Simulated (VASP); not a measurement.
Band structure of RhN (relaxed from the wurtzite structure, space group P6_3mc). Level of theory: PBEsol GGA, VASP's PBE PAW potentials (set 64) (plane waves; VASP 6.6.1).

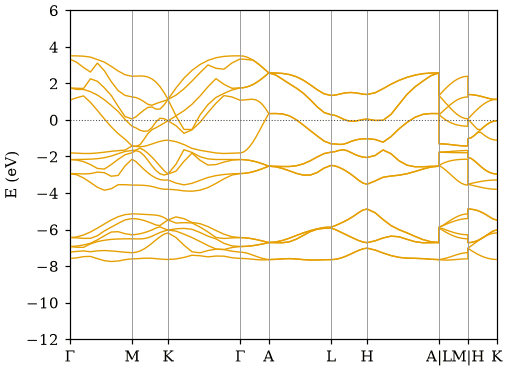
*Bands along high-symmetry lines, zero at the valence-band maximum or, without a gap, the Fermi level*

**Question.** Read the plot: is there a gap, and where are the band edges?

**Answer.** It has no gap at this level: it comes out as a metal or semimetal. (Edges off the drawn lines would not show.)

The structure was generated: RhN was put into the wurtzite type (P6_3mc), which need not be its known phase. It was relaxed first, which changed the volume by -21 %.
